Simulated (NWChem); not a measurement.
# H2O2 (hydrogen peroxide): levels of theory compared

We compute a comparison of 6 runs (wB97X/def2-TZVPP, B2PLYP/def2-TZVPP, BHLYP/def2-TZVPP, CAM-B3LYP/def2-TZVPP, M06-L/def2-TZVPP, PBE0/def2-TZVPP) of H2O2 (hydrogen peroxide). 

The calculation is run with NWChem 7.3.0.

3 further runs of the same task are left out: 1 that didn't finish, 2 set aside as unsound or not needed.

### Step 1. The molecule

H2O2: 4 atoms, total charge 0, spin state singlet. SMILES: `OO`. Geometry: relaxed at PBE0-D4/def2-TZVP.

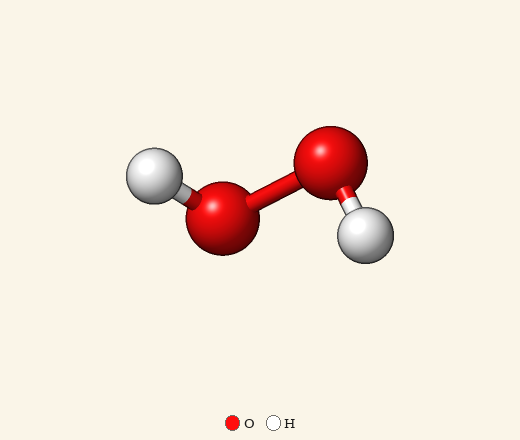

Viewed from a chosen angle; oxygen red, hydrogen white.

### Step 2. Energy and gradient at wB97X/def2-TZVPP (run 1)

run.xyz

```xyz
4
H2O2 wB97X
O     -0.486800    -0.581100     0.030600
O      0.048300     0.728400     0.206900
H      0.186400    -1.117000     0.467400
H      0.252100     0.969800    -0.704900
```

run.nw

```
start run
title "H2O2 wB97X"
memory total 2200 mb

geometry noautosym nocenter noautoz
 load format xyz run.xyz
end

basis "ao basis" spherical bse
 * library def2-TZVPP
end

dft
 xc wb97x
 grid fine
 convergence energy 1e-08
 maxiter 100
 mulliken
 print low
end

task dft gradient
```

Run with:

```
$ nwchem run.nw > run.out
```

Standard output:

```text
[...]
 d= 0,ls=0.0,diis     1   -151.5472167826 -1.89D+02  4.28D-03  4.79D-01     2.3
[...]
 d= 0,ls=0.0,diis     8   -151.5783045036 -8.45D-09  1.42D-06  3.66D-09    18.0
         Total DFT energy =     -151.578304503578
      One electron energy =     -282.350168299288
           Coulomb energy =      111.318153563471
    Exchange-Corr. energy =      -17.829411241989
 Nuclear repulsion energy =       37.283121474229
[...]
      Total Density - Mulliken Population Analysis
     ---------------------------------------------
    Atom       Charge   Shell Charges
 -----------   ------   -------------------------------------------------------
    1 O    8     8.21   0.79  1.18  0.61  0.89  0.35  1.85  1.76  0.73  0.00  0.03  0.00
    2 O    8     8.21   0.79  1.18  0.61  0.89  0.35  1.85  1.76  0.73  0.00  0.03  0.00
    3 H    1     0.79   0.26  0.40  0.04  0.02  0.06  0.01
    4 H    1     0.79   0.26  0.40  0.04  0.02  0.06  0.01
[...]
                         DFT ENERGY GRADIENTS
    atom               coordinates                        gradient
                 x          y          z           x          y          z
   1 O      -0.919919  -1.098120   0.057826   -0.003368   0.000841  -0.002319
   2 O       0.091274   1.376476   0.390984   -0.000041   0.000312   0.004173
   3 H       0.352245  -2.110824   0.883258    0.002784  -0.001648   0.001733
   4 H       0.476400   1.832656  -1.332068    0.000626   0.000495  -0.003587
 Task  times  cpu:       34.6s     wall:       34.6s
 Total times  cpu:       34.6s     wall:       34.6s
```

Run time: 35 s. Hardware: 1 thread of AMD EPYC 9R45 (Zen 5), shared host; peak memory 0.11 GiB.

### Step 3. The energy at B2PLYP/def2-TZVPP (run 2)

input.nw

```
start input
memory 2200 mb

geometry units bohr noautosym nocenter noautoz
O     -0.91991868    -1.09811985     0.05782562
O      0.09127377     1.37647651     0.39098434
H      0.35224495    -2.11082408     0.88325799
H      0.47639996     1.83265640    -1.33206795
end

basis "ao basis" spherical bse
* library def2-TZVPP
end

dft
xc hfexch 0.53 becke88 0.47 lyp 0.73 mp2 0.27
dftmp2 semidirect
mult 1
grid fine
convergence energy 1e-08
maxiter 100
mulliken
print medium
end

mp2
freeze core 2
end

task dft energy
```

Run with:

```
$ nwchem input.nw > input.out
```

Standard output:

```text
[...]
          Wavefunction type:  closed shell.
          No. of atoms     :     4
          No. of electrons :    18
[...]
          Charge           :     0
          Spin multiplicity:     1
[...]
          AO basis - number of functions:    90
[...]
              XC Information
              --------------
                     Hartree-Fock (Exact) Exchange  0.530
                    Becke 1988 Exchange Functional  0.470
              Lee-Yang-Parr Correlation Functional  0.730
[...]
 d= 0,ls=0.0,diis     1   -151.3341493247 -1.89D+02  3.82D-03  3.28D-01     0.6
[...]
 d= 0,ls=0.0,diis     8   -151.3605404328 -2.26D-09  3.63D-07  4.67D-10     4.1
         Total DFT energy =     -151.360540432758
      One electron energy =     -282.365367835037
           Coulomb energy =      111.339083536476
    Exchange-Corr. energy =      -17.617374884499
 Nuclear repulsion energy =       37.283118750301
[...]
      Total Density - Mulliken Population Analysis
     ---------------------------------------------
    Atom       Charge   Shell Charges
 -----------   ------   -------------------------------------------------------
    1 O    8     8.23   0.79  1.18  0.61  0.92  0.33  1.83  1.81  0.72  0.00  0.03  0.00
    2 O    8     8.23   0.79  1.18  0.61  0.92  0.33  1.83  1.81  0.72  0.00  0.03  0.00
    3 H    1     0.77   0.26  0.38  0.04  0.02  0.06  0.01
    4 H    1     0.77   0.26  0.38  0.04  0.02  0.06  0.01
[...]
  Basis functions       =     90
[...]
```

Wall time 5.7 s (1 thread of AMD EPYC 9R45 (Zen 5), shared host); peak memory 0.19 GiB.

### Step 4. Energy and gradient at BHLYP/def2-TZVPP (run 3)

h2o2.nw

```
start h2o2
title "H2O2"
memory stack 880 mb heap 220 mb global 1100 mb
geometry units angstroms noautosym nocenter noautoz
  O    -0.486800   -0.581100    0.030600
  O     0.048300    0.728400    0.206900
  H     0.186400   -1.117000    0.467400
  H     0.252100    0.969800   -0.704900
end
basis spherical bse
  * library def2-TZVPP
end
dft
  xc bhlyp
  grid fine
  convergence energy 1e-08
  maxiter 100
  mulliken
  print medium
end
task dft gradient
```

Run with:

```
$ nwchem h2o2.nw > h2o2.out
```

Standard output:

```text
[...]
          Wavefunction type:  closed shell.
          No. of atoms     :     4
          No. of electrons :    18
[...]
          Charge           :     0
          Spin multiplicity:     1
[...]
          AO basis - number of functions:    90
[...]
              XC Information
              --------------
                        BHLYP Method XC Functional
                     Hartree-Fock (Exact) Exchange  0.500
                        Slater Exchange Functional  0.500 local
                    Becke 1988 Exchange Functional  0.500 non-local
              Lee-Yang-Parr Correlation Functional  1.000
[...]
 d= 0,ls=0.0,diis     1   -151.5095353049 -1.89D+02  3.87D-03  3.43D-01     0.6
[...]
 d= 0,ls=0.0,diis     8   -151.5362429465 -1.82D-09  3.19D-07  3.96D-10     4.0
         Total DFT energy =     -151.536242946496
      One electron energy =     -282.408367360483
           Coulomb energy =      111.386310662299
    Exchange-Corr. energy =      -17.797307722540
 Nuclear repulsion energy =       37.283121474229
[...]
  wavefunction    = closed shell
                         DFT ENERGY GRADIENTS
    atom               coordinates                        gradient
                 x          y          z           x          y          z
   1 O      -0.919919  -1.098120   0.057826   -0.012129   0.000141  -0.007436
   2 O       0.091274   1.376476   0.390984    0.000534   0.003761   0.013724
   3 H       0.352245  -2.110824   0.883258    0.009176  -0.006159   0.005705
   4 H       0.476400   1.832656  -1.332068    0.002420   0.002256  -0.011993
[...]
```

Run time: 6 s. Hardware: 1 thread of AMD EPYC 9R45 (Zen 5), shared host; peak memory 0.13 GiB.

Runs 4 to 5 aren't shown in full; the table further down has their settings and results.

### Step 5. Energy and gradient at PBE0/def2-TZVPP (run 6)

m1.nw

```
start m1
title "H2O2"
memory 2200 mb
charge 0

geometry noautosym nocenter noautoz
 O     -0.486800    -0.581100     0.030600
 O      0.048300     0.728400     0.206900
 H      0.186400    -1.117000     0.467400
 H      0.252100     0.969800    -0.704900
end

basis spherical bse
 O library def2-TZVPP
 H library def2-TZVPP
end

dft
 xc pbe0
 grid fine
 convergence energy 1e-08
 maxiter 100
 mulliken
 print medium
end

task dft gradient
```

Run with:

```
$ nwchem m1.nw > m1.out
```

Standard output:

```text
[...]
          Wavefunction type:  closed shell.
          No. of atoms     :     4
          No. of electrons :    18
[...]
          Charge           :     0
          Spin multiplicity:     1
[...]
          AO basis - number of functions:    90
[...]
              XC Information
              --------------
                         PBE0 Method XC Functional
                     Hartree-Fock (Exact) Exchange  0.250
          PerdewBurkeErnzerhof Exchange Functional  0.750
            Perdew 1991 LDA Correlation Functional  1.000 local
           PerdewBurkeErnz. Correlation Functional  1.000 non-local
[...]
 d= 0,ls=0.0,diis     1   -151.4285255611 -1.89D+02  4.46D-03  4.21D-01     0.6
[...]
 d= 0,ls=0.0,diis     7   -151.4580125947 -5.77D-09  4.95D-07  1.54D-09     3.6
         Total DFT energy =     -151.458012594733
      One electron energy =     -282.349494944580
           Coulomb energy =      111.313199436060
    Exchange-Corr. energy =      -17.704838560441
 Nuclear repulsion energy =       37.283121474229
[...]
  wavefunction    = closed shell
                         DFT ENERGY GRADIENTS
    atom               coordinates                        gradient
                 x          y          z           x          y          z
   1 O      -0.919919  -1.098120   0.057826   -0.001581   0.001429  -0.001165
   2 O       0.091274   1.376476   0.390984   -0.000456  -0.000737   0.002276
   3 H       0.352245  -2.110824   0.883258    0.001620  -0.001318   0.001161
   4 H       0.476400   1.832656  -1.332068    0.000417   0.000626  -0.002272
[...]
```

Run time: 5.7 s. Hardware: 1 thread of AMD EPYC 9R45 (Zen 5), shared host; peak memory 0.12 GiB.

### Step 6. All runs side by side

```
run                 level      task  frozen core orbitals  energy (Eh)  largest force (eV/Å)  wall time
  1      wB97X/def2-TZVPP  gradient                     –  -151.578305                 0.215       35 s
  2     B2PLYP/def2-TZVPP    energy                     2  -151.520502                     –      5.7 s
  3      BHLYP/def2-TZVPP  gradient                     –  -151.536243                 0.732        6 s
  4  CAM-B3LYP/def2-TZVPP  gradient                     –  -151.571138                 0.215       34 s
  5      M06-L/def2-TZVPP  gradient                     –  -151.589834                 0.647      7.5 s
  6       PBE0/def2-TZVPP  gradient                     –  -151.458013                 0.125      5.7 s
```

### Step 7. Summary of results

```
                       quantity          value
            run 6: total energy  -151.45801 Eh
           run 6: dipole moment         1.80 D
             run 6: HOMO energy       -8.13 eV
             run 6: LUMO energy        0.72 eV
           run 6: HOMO–LUMO gap        8.85 eV
run 6: largest force on an atom     0.125 eV/Å
```

**Reading.** Over runs 2, 3, 4, 5, 6 the dipole moment (its size) runs from 1.73 D (M06-L/def2-TZVPP) to 1.85 D (BHLYP/def2-TZVPP). Over runs 2, 3, 4, 5, 6 the HOMO–LUMO gap runs from 6.48 eV (M06-L/def2-TZVPP) to 11.86 eV (B2PLYP/def2-TZVPP). A double hybrid's value is that of its SCF part. Totals of different functionals can't be ranked against each other. All runs together took 94 s, the longest 35 s.
